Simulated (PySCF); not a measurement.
C₂H₆Ga, charge +1, SMILES `C[Ga+]C`.

Method: B3LYP/def2-SVPD; geometry: GFN2-xTB; program: PySCF. No frequency check shows the geometry to be a minimum. GFN2-xTB bond lengths at metals and heavier atoms can be off by up to 0.1 Å and shapes distorted, which carries into these values.

Input

```python
import numpy as np
from pyscf import gto, scf, dft, tdscf
from pyscf.scf import atom_ks, atom_hf
from scipy.linalg import block_diag

def solve(mol, dm0=None, hcore=None):
    mf = (dft.UKS if mol.spin else dft.RKS)(mol, xc='b3lyp')
    mf.grids.level = 3
    mf = mf.density_fit(auxbasis='def2-universal-jkfit')
    mf.conv_tol, mf.max_cycle = 1e-8, 80
    if hcore is not None:
        mf.get_hcore = lambda *args: hcore
    mf.kernel(dm0)
    if not mf.converged:
        mf = mf.newton().run(mf.mo_coeff, mf.mo_occ, max_cycle=30)
    assert mf.converged, 'SCF not converged'
    return mf

mol = gto.M(atom='''
C      2.05796    -0.00035     0.00001
Ga     0.00001     0.00014     0.00000
C     -2.05798    -0.00035     0.00000
H      2.40888     0.68471     0.77935
H      2.40888    -1.01735     0.20328
H      2.40887     0.33257    -0.98270
H     -2.40890     0.59684    -0.84856
H     -2.40890     0.43641     0.94117
H     -2.40890    -1.03332    -0.09263
''', basis='def2-svpd', charge=1, spin=0, verbose=4)
mf = solve(mol)
td = mf.TDA()
td.nstates, td.singlet, td.conv_tol = 6, True, 1e-5
td.kernel()
td.analyze()
x, y = np.array([p[0] for p in td.xy]), np.array([p[1] + 0 * p[0] for p in td.xy])
f, mu = td.oscillator_strength(), td.transition_dipole()
nto = [td.get_nto(state=i + 1, verbose=4) for i in range(len(td.e))]
# spherically averaged free atoms, for the promolecule
atm = atom_ks.get_atm_nrks(mol, xc='b3lyp')
pro = block_diag(*[(atm[a[0]][2] * atm[a[0]][3]) @ atm[a[0]][2].T for a in mol._atom])
np.savez('result.npz', e=td.e, f=f, ok=td.converged, w=[n[0] for n in nto], nto=[n[1] for n in nto], x=x, y=y, c=mf.mo_coeff, occ=mf.mo_occ, eps=mf.mo_energy, pro=pro, mu=mu)
```

Run with:

```sh
OMP_NUM_THREADS=1 python input.py
```

The run took 2.9 min on 1 thread of Intel(R) Xeon(R) Platinum 8259CL CPU @ 2.50GHz (Skylake/Cascade Lake), with other jobs on the host, peak memory 0.64 GiB.

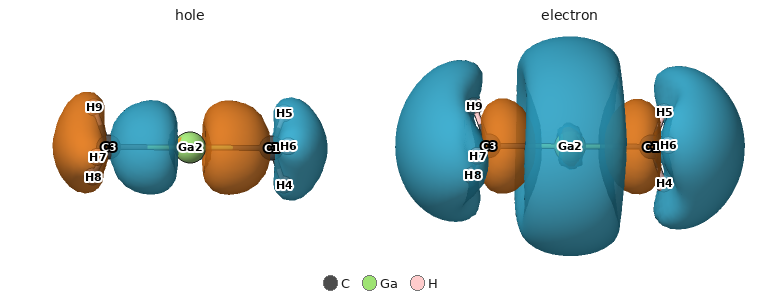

Leading natural transition orbital pair of S₃ (TDA singlet states); the surfaces enclose about 85 % of each orbital's density.

Question: Give its energy and the atoms that hole and electron lie on.

Answer: 7.24 eV (171 nm), f = 0.614 (bright); the leading pair carries 74 %; hole on C1 and C3 (27 % each) and Ga2 (19 %), electron on Ga2 (49 %) and C1 and C3 (16 % each) (shares are of the whole state, not of the leading pair alone); their centroids lie 0.0 Å apart. In canonical orbitals it is mainly HOMO → LUMO+2 (71 %). The HOMO–LUMO gap is 6.52 eV.
